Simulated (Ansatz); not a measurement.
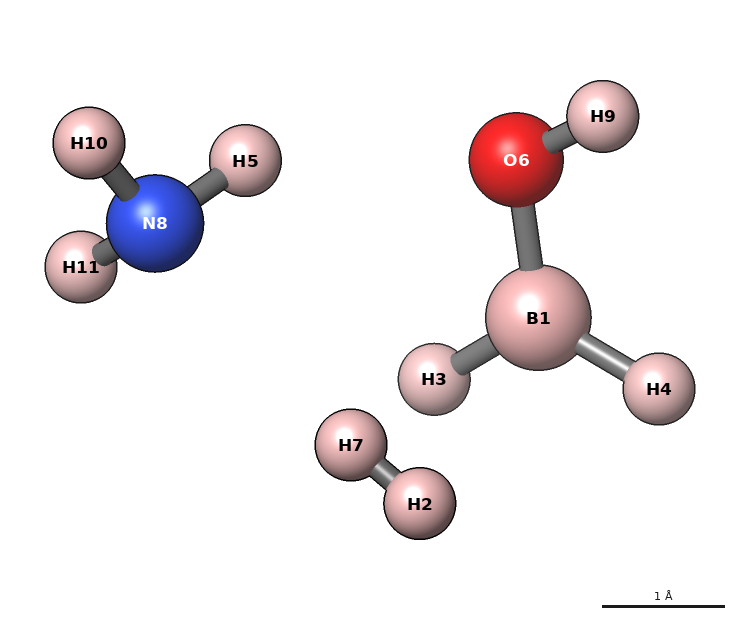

The computed structure is the end point of a PBE0-D4/def2-TZVP optimisation.

Which hydrogen bonds does the structure hold? Count O, N, F, S and Cl donors.

| D–H···A | D–H (Å) | H···A (Å) | angle (°) | kind |
| --- | --- | --- | --- | --- |
| N8–H5···O6 | 1.01 | 2.34 | 147 | intermolecular |
